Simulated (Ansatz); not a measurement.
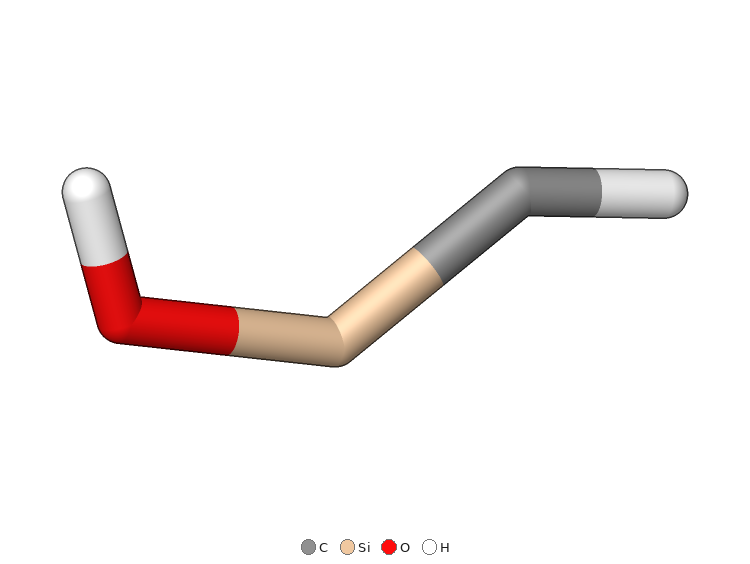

Stick drawing of a structure. Every bond is drawn as one stick, whatever its order.

Identify the structure.

The molecule is CH2OSi. This geometry has Cs symmetry. All atoms lie on one plane. Coordination: 1 C bent; 1 Si bent; 1 O bent.

More results for the same structure follow; atom numbers are the same in all pictures, views and colours differ. Computed geometry: PBE0-D4/def2-TZVP optimisation. No frequency run is at hand to confirm it as a minimum.

**Electronic properties**

No frequency run is at hand to confirm it as a minimum. Method: RKS PBE0-D4/def2-TZVPP (Ansatz 0.2.0).

Question: Give the HOMO–LUMO gap at this level.

Answer: 3.21 eV.

Question: What is the HOMO energy (Kohn–Sham orbital)?

Answer: −6.47 eV.

**Dipole moment**

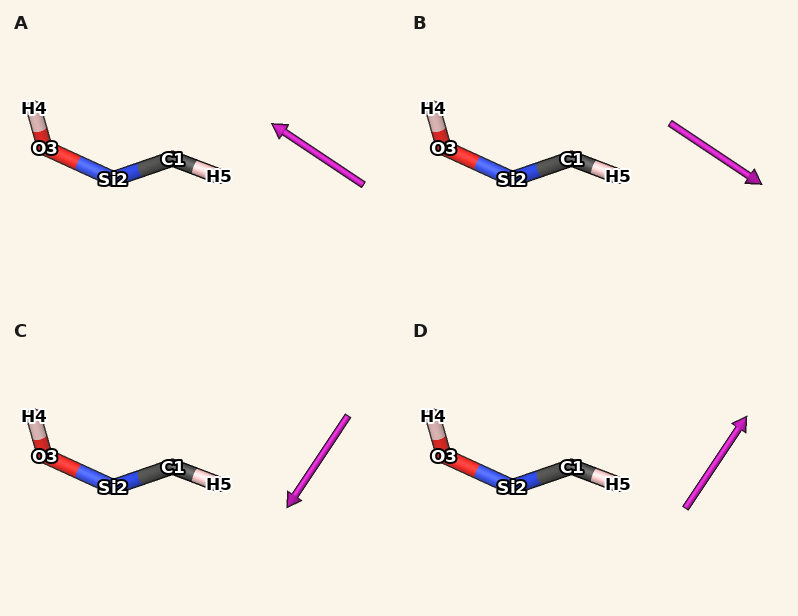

The same molecule four times, each with an arrow. No frequency run is at hand to confirm it as a minimum. Method: RKS PBE0-D4/def2-TZVP (Ansatz 0.2.0).

Question: Which arrow points along the dipole moment, from the negative to the positive end?

Answer: A. The dipole moment is 1.45 D; it points from the side of H5 to the side of H4 (the outermost atoms at the two ends).

**Charges**

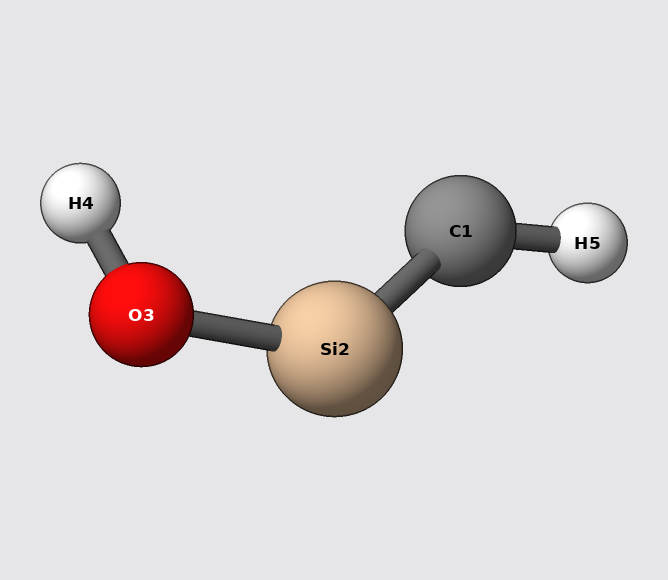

The questions are on Mulliken charges. No frequency run is at hand to confirm it as a minimum. Method: RKS PBE0-D4/def2-TZVP (Ansatz 0.2.0).

List the Mulliken charges.

```json
{"atom": "C1", "value (e)": "−0.36"}
{"atom": "Si2", "value (e)": "0.34"}
{"atom": "O3", "value (e)": "−0.50"}
{"atom": "H4", "value (e)": "0.35"}
{"atom": "H5", "value (e)": "0.17"}
```

Mulliken values depend strongly on the basis set and can even reverse the polarity of a bond.
